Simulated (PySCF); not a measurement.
SMILES C#CC[SiH2]F (C3H5FSi), B3LYP/def2-SVP optimised geometry. Atoms within 1.6 Å of the plane z = 0.8 Å (x, y, z in Å): C1 (1.94, -0.91, 0.00), C2 (0.73, -0.98, 0.00), C3 (-0.73, -0.98, 0.00), Si4 (-1.38, 0.79, 0.00), F5 (-3.01, 0.72, 0.02), H6 (3.01, -0.88, 0.00), H7 (-1.13, -1.51, 0.89), H9 (-0.93, 1.51, 1.22).

Computed with B3LYP/def2-TZVP run with PySCF.

Map of the electron localisation function on the plane z = 0.8 Å:

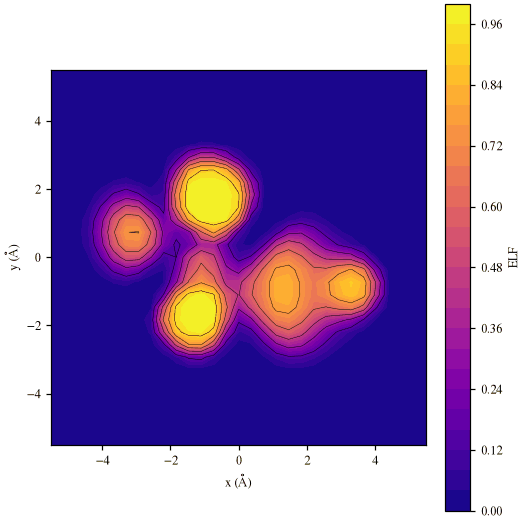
Electron localisation function on the plane z = 0.8 Å.
